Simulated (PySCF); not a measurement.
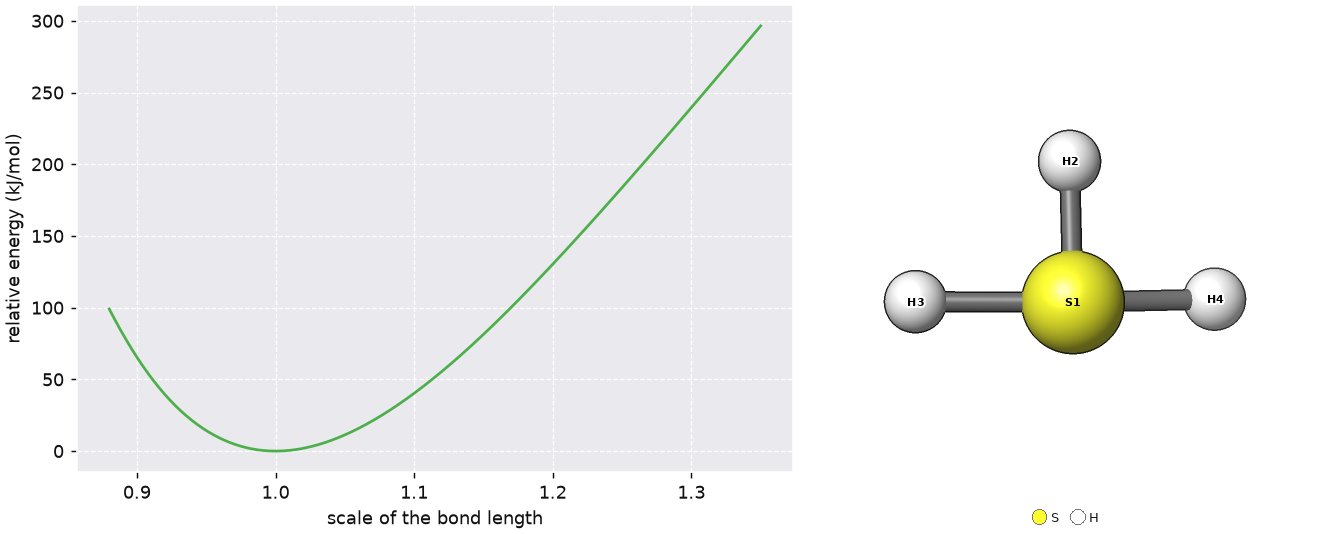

Rigid scan of SH₃, doublet, from a minimum of the shape that electron-pair counting expects: all bonds to atom 1 scaled (atom 1 is the central atom). PBE0/def2-TZVP in PySCF, unrestricted determinant, no spin-orbit coupling; energies counted from the minimum. Splines pass through the computed points.

Q: What does it cost to go to either end of the scan?

A: 99.1 kJ/mol at 0.88 and 296.5 kJ/mol at 1.35.

Q: Give the values at the computed points.

A: In kJ/mol:
```csv
scale of the bond length,PBE0
0.88,99.1
0.92,39.6
0.96,9.0
1.00,0.0
1.04,7.4
1.08,27.0
1.14,72.4
1.22,151.3
1.35,296.5
```
